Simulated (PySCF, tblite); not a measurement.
# C₄H₁₁FO₂Si: geometry, infrared bands and NMR shifts

Aim: predict the infrared bands and NMR shifts of C₄H₁₁FO₂Si (`C[C@H](CO)O[SiH2]CF`).

Computed with tblite 0.8.0 and PySCF 2.14.0, with density-fitted response routines of our own, on a single molecule in the gas phase. Atoms count from 0, in the outputs and in this text.

## Step 1: The starting structure

19 atoms, charge 0, multiplicity 1; geometry from: force field or distance geometry start.

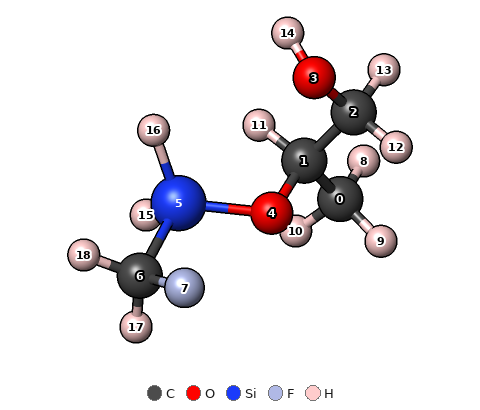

As it starts; carbon dark grey, oxygen red, silicon blue, fluorine light blue, hydrogen pink, atoms numbered.

## Step 2: Relaxing the molecule with GFN2-xTB

The job: settings as JSON, then the geometry in Å.

```
{"job": {"kind": "relax", "xc": "GFN2-xTB", "basis": "xTB"}, "charge": 0, "multiplicity": 1}
C     -1.386800    -0.619200    -1.661600
C     -0.971500    -0.093300    -0.314000
C     -1.855900     0.942500     0.268300
O     -1.411200     1.311200     1.528500
O      0.323500     0.392500    -0.392200
Si     1.355400    -0.565000     0.545600
C      3.074800     0.187800     0.393100
F      3.040600     1.553800     0.311000
H     -2.375400    -1.100200    -1.670000
H     -1.284900     0.164900    -2.444600
H     -0.652300    -1.416500    -1.941000
H     -0.974200    -0.991100     0.370800
H     -1.799400     1.873900    -0.351200
H     -2.931500     0.640500     0.327100
H     -1.716900     0.656700     2.217000
H      1.420400    -1.968000     0.076700
H      1.002700    -0.567200     1.976500
H      3.492700    -0.240500    -0.545600
H      3.640000    -0.153700     1.298100
```

Started as:

```sh
OMP_NUM_THREADS=1 python probes_run.py task.json out
```

One launch serves the whole session: the jobs run in the order shown.

**Question.** This job is followed by: GFN2-xTB harmonic vibrations, gas phase; GIAO PBE0/pcSseg-1 NMR shielding, non-relativistic, gas phase. What will the session give for the following? strongest single infrared mode (GFN2-xTB); zero-point energy (GFN2-xTB); ¹³C shifts against TMS (PBE0/pcSseg-1); ¹H shifts against TMS (PBE0/pcSseg-1, means over atoms taken as alike); ¹⁷O shifts against H2O (PBE0/pcSseg-1); ²⁹Si shifts against TMS (PBE0/pcSseg-1); ¹⁹F shifts against CFCl3 (PBE0/pcSseg-1); surface potential, least and greatest.

The runs gave:

| quantity | value |
| --- | --- |
| strongest single infrared mode (GFN2-xTB) | 2230 cm⁻¹, 333 km/mol |
| zero-point energy (GFN2-xTB) | 92.3 kcal/mol |
| ¹³C shifts against TMS (PBE0/pcSseg-1) | 79.0, 74.9, 72.4, 20.9 ppm |
| ¹H shifts against TMS (PBE0/pcSseg-1, means over atoms taken as alike) | 5.12, 4.97, 4.76, 4.73, 3.96, 3.77, 3.66, 1.12, 0.45 ppm |
| ¹⁷O shifts against H2O (PBE0/pcSseg-1) | 48.7, 35.0 ppm |
| ²⁹Si shifts against TMS (PBE0/pcSseg-1) | -39.6 ppm |
| ¹⁹F shifts against CFCl3 (PBE0/pcSseg-1) | -316.3 ppm |
| surface potential, least and greatest | -1.39 V and 2.35 V |

Relaxing lowered the energy by 0.895 eV in 215 steps; the close pair that moved most is O4–Si5, from 1.691 to 1.624 Å. All 51 modes are real, so the xTB geometry is a minimum. The strongest single mode, at 2230 cm⁻¹, moves mainly H15. Unscaled tight-binding wavenumbers are off by several per cent, some by more. Its intensities can rank the bands wrongly. C6 (sp3 CH2 bonded to F and Si) lies farthest downfield among carbon, at 79.0 ppm; pulled downfield by the heteroatom. At PBE0/pcSseg-1: The largest span, 122 ppm, is at C6, where the paramagnetic term is -144 ppm.
